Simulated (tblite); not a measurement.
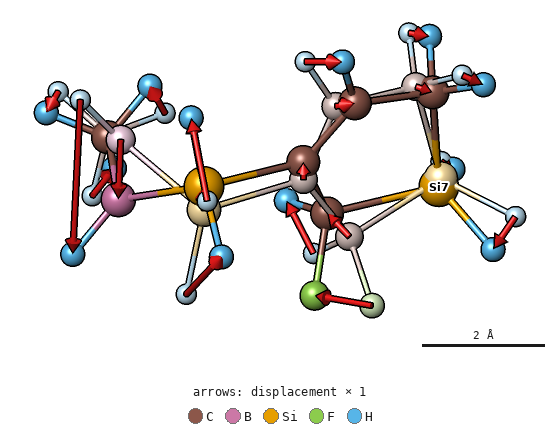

This is a relaxation of C₅H₁₂BFSi₂. The starting structure is drawn faded, the final one solid; red arrows show the displacements, at their true length. The two geometries are superimposed by the best rigid fit.

A ball-and-stick model, seen at a tilt.

Computed with tblite, GFN2-xTB geometry optimisation, gas phase. 

Which element moves most?

Hydrogen: up to 2.76 Å, against 1.15 Å for fluorine.

Describe the change and its energy.

The largest move after the best rigid fit is that of an H atom, 2.76 Å. Largest moves by element: H 2.76 Å, F 1.15 Å, B 1.05 Å, C 0.57 Å, Si 0.46 Å. Some distances before and after: C–Si 1.850 → 1.925 Å, C–Si 1.846 → 1.906 Å, B–Si 1.927 → 1.964 Å, B–C 1.600 → 1.572 Å. Bond angles that change, for instance: B–Si–H 109.6° → 117.1°, B–C–H 108.9° → 115.4°, F–C–H 110.5° → 104.2°. Groups turn about B–Si by about 105°, C–Si by about 70°, B–C by about 60°. The energy falls by 0.439 eV in 224 geometry steps.
